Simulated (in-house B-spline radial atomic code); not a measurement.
**S²⁺: excited configurations**

Aim: the energies of several excited configurations of S²⁺ above a reference configuration, each from its own self-consistent run.

Method: non-relativistic wB97X, spin-polarised, spherical density, exact exchange averaged over the configuration, point nucleus, basis-set limit. Code: in-house B-spline radial atomic code version 1.

## 1. Starting point

- element: sulfur (Z = 16)
- charge: +2
- electrons: 14
- configuration: [Ne] 3s2 3p2
- Hamiltonian: non-relativistic
- nucleus: point

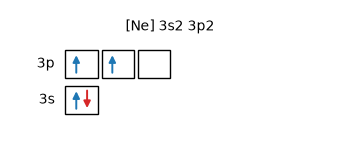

Occupation of the outer shells (arrows by Hund's rule).

Where spins are not typed, each open shell is filled with up spins first.

## 2. The reference configuration

The run's settings:

```ini
Z = 16
electrons = 14.0
configuration = [Ne] 3s2 3p2
hamiltonian = nr
method = wb97x
spin_polarised = True
exact_exchange = averaged over the configuration
```

Command:

```
$ python run_scf.py task.json out
```

One command runs all members of the session, one after another, from task.json.

## 3. [Ne] 3s2 3p1 3d1

Settings: those of step 2 with these lines changed.

```diff
@@ -2,3 +2,3 @@
 electrons = 14.0
-configuration = [Ne] 3s2 3p2
+configuration = [Ne] 3s2 3p1 3d1
 hamiltonian = nr
```

## 4. Configuration [Ne] 3s2 3p1 4f1

Settings: those of step 3 with these lines changed.

```diff
@@ -2,3 +2,3 @@
 electrons = 14.0
-configuration = [Ne] 3s2 3p1 3d1
+configuration = [Ne] 3s2 3p1 4f1
 hamiltonian = nr
```

## 5. Configuration [Ne] 3s2 3p1 4d1

Settings: those of step 4 with these lines changed.

```diff
@@ -2,3 +2,3 @@
 electrons = 14.0
-configuration = [Ne] 3s2 3p1 4f1
+configuration = [Ne] 3s2 3p1 4d1
 hamiltonian = nr
```

## 6. Run with [He] 2s2 2p5 3s2 3p2 4p1

Settings: those of step 5 with these lines changed.

```diff
@@ -2,3 +2,3 @@
 electrons = 14.0
-configuration = [Ne] 3s2 3p1 4d1
+configuration = [He] 2s2 2p5 3s2 3p2 4p1
 hamiltonian = nr
```

## 7. [Ne] 3s2 3p1 4s1

Settings: those of step 6 with these lines changed.

```diff
@@ -2,3 +2,3 @@
 electrons = 14.0
-configuration = [He] 2s2 2p5 3s2 3p2 4p1
+configuration = [Ne] 3s2 3p1 4s1
 hamiltonian = nr
```

**Question.** How far above the reference does each configuration lie (order and size, in eV)?

The runs gave:

| net move | configuration | 2|M_S|+1 | energy above the reference (eV) | largest <r> (bohr) |
| --- | --- | --- | --- | --- |
| 3p → 3d | [Ne] 3s2 3p1 3d1 | 3 | 15.750 | 2.24 |
| 3p → 4s | [Ne] 3s2 3p1 4s1 | 3 | 18.396 | 3.79 |
| 3p → 4d | [Ne] 3s2 3p1 4d1 | 3 | 25.179 | 5.49 |
| 3p → 4f | [Ne] 3s2 3p1 4f1 | 3 | 27.087 | 5.91 |
| 2p → 4p | [He] 2s2 2p5 3s2 3p2 4p1 | 5 | 186.81 | 4.12 |

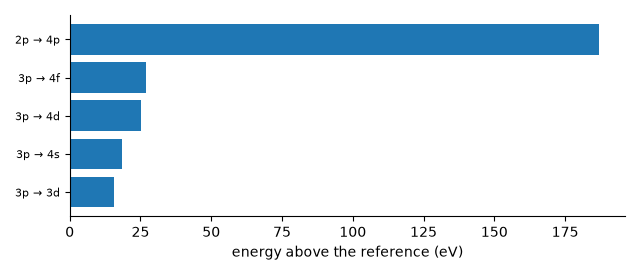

Energy of each configuration above the reference.

**Reading.** The lowest of them is 3p → 3d at 15.750 eV and the highest 2p → 4p at 186.81 eV. 1 of them lies more than 60 % above minus the reference's highest level (33.143 eV), in the range where a state can decay by emitting an electron. Two partly filled shells share a symmetry and can mix in the average, which may lower the energy, for: 2p → 4p. The reference has 2|M_S|+1 = 3; 1 of the configurations differ from it in spin. These are spherical averages at the typed spins, not spectroscopic levels.

Members of this set that are not shown: 2 did not converge.
